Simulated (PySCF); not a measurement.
## A study: C12H8, SMILES `c1ccc2c(c1)c1ccccc12`

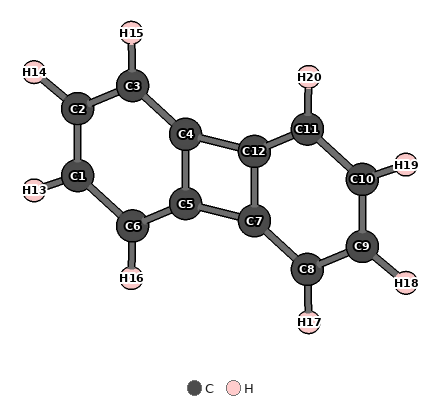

The molecule, with its atoms numbered as below. No frequency check shows the geometry to be a minimum.

Geometry (Å), atoms numbered from 1:

```
C1      -3.0869   -0.6885    0.0000
C2      -3.0869    0.6885    0.0000
C3      -1.8951    1.4411    0.0000
C4      -0.7463    0.7116    0.0000
C5      -0.7463   -0.7116    0.0000
C6      -1.8951   -1.4411    0.0000
C7       0.7463   -0.7116    0.0000
C8       1.8951   -1.4411    0.0000
C9       3.0869   -0.6885    0.0000
C10      3.0869    0.6885    0.0000
C11      1.8951    1.4411    0.0000
C12      0.7463    0.7116    0.0000
H13     -4.0311   -1.2141    0.0000
H14     -4.0311    1.2141    0.0000
H15     -1.9220    2.5204    0.0000
H16     -1.9220   -2.5204    0.0000
H17      1.9220   -2.5204    0.0000
H18      4.0311   -1.2141    0.0000
H19      4.0311    1.2141    0.0000
H20      1.9220    2.5204    0.0000
```

### 1. Bonding charge

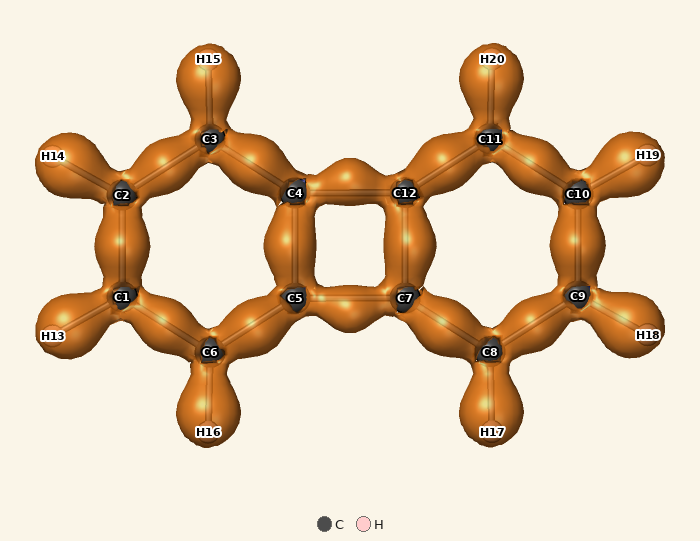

Deformation density (molecule less spherical, spin-averaged free atoms at the same positions), surfaces at ±0.2 e/Å³; orange: gain, blue: loss.

Method: PBE/def2-SVP; geometry: GFN2-xTB; program: PySCF. This is a single-reference result, which may miss multireference character in this system.

Question: Describe the bonding that the map shows.

Answer: C1–H13, C2–H14, C9–H18 and C10–H19: +0.68 e/Å³ at the bond critical point (bond length 1.08 Å, Mayer order 1.0). C3–H15, C6–H16, C8–H17 and C11–H20: +0.68 e/Å³ at the bond critical point (bond length 1.08 Å, Mayer order 1.0). C3–C4, C5–C6, C7–C8 and C11–C12: +0.62 e/Å³ at the bond critical point (bond length 1.36 Å, Mayer order 1.5). C1–C2 and C9–C10: +0.60 e/Å³ at the bond critical point (bond length 1.38 Å, Mayer order 1.5). C4–C5 and C7–C12: +0.59 e/Å³ at the bond critical point (bond length 1.42 Å, Mayer order 1.2). C2–C3, C1–C6, C8–C9 and C10–C11: +0.55 e/Å³ at the bond critical point (bond length 1.41 Å, Mayer order 1.3). C5–C7 and C4–C12: +0.43 e/Å³ at the bond critical point (bond length 1.49 Å, Mayer order 0.9). In all, 4.5 electrons gather in the regions of gain relative to the promolecule.

### 2. Electrostatic potential

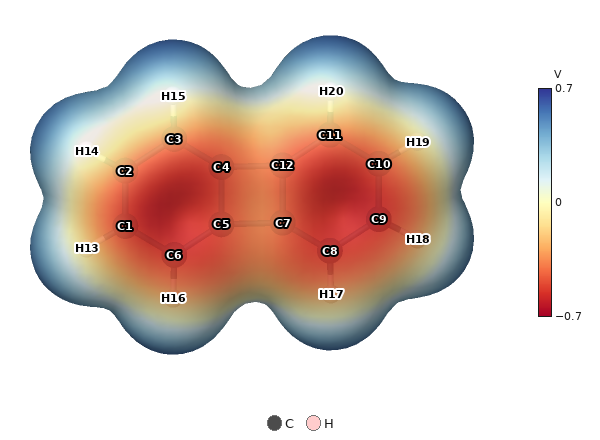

Electrostatic potential on the surface of electron density 0.001 a.u.

Question: Where are the extremes of the potential on the surface?

Answer: Highest: 0.57 V, 1.4 Å from H20. Lowest: −0.61 V, off the C1–C2 bond (2.1 to 2.2 Å from its atoms), and at like points elsewhere. The surface is sampled at points, so like sites can differ by a few per cent and only the strongest of them is named.

### 3. In an electric field

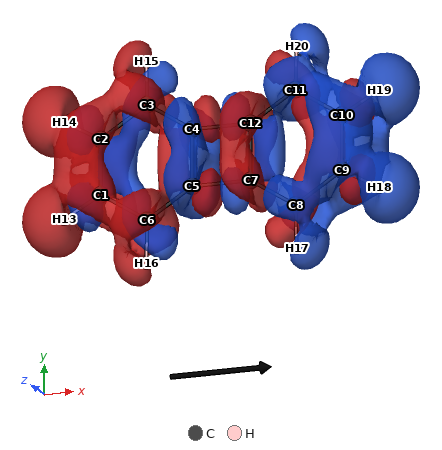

Change of the electron density in a uniform field of 0.26 V/Å along +x (arrow), surfaces at ±0.002 e/Å³ (red: gain, blue: loss).

Method: B3LYP/def2-SVP; geometry: GFN2-xTB; program: PySCF. This is a single-reference result, which may miss multireference character in this system. A basis without diffuse functions makes polarisabilities too small.

Question: How large is the response?

Answer: The induced dipole is 2.64 D (along the field); α along this axis, from the fields in both directions, is 208 bohr³ (30.8 Å³).

Question: Which atoms gain and lose the most charge?

Answer: Electrons gather most on C1 and C2 alike (Hirshfeld charge changes by −0.015 e) and leave C9 and C10 alike most (+0.015 e); 0.156 electrons are displaced in all.

### 4. Localised orbitals

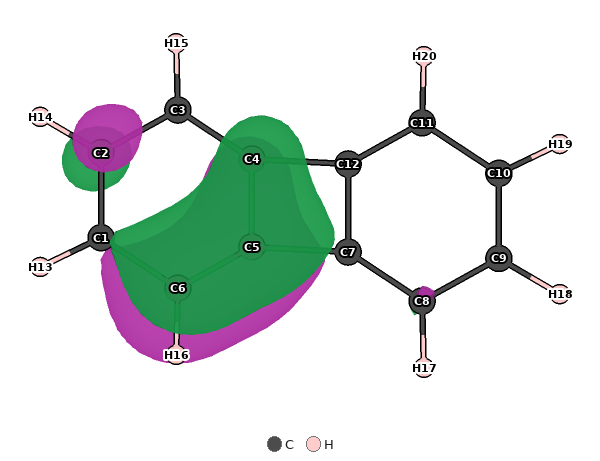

Intrinsic bond orbitals (IBO), occupied; each surface holds about 80 % of the orbital's density. Energies are diagonal elements of the Fock matrix.

Level of theory: B3LYP/6-31+G* (PySCF), at a geometry from GFN2-xTB. This is a single-reference result, which may miss multireference character in this system.

Question: What does this orbital represent?

Answer: Delocalised π orbital mainly over C5, C6 and C4 (C5 47 %, C6 36 %, C4 9 %; −8.3 eV).
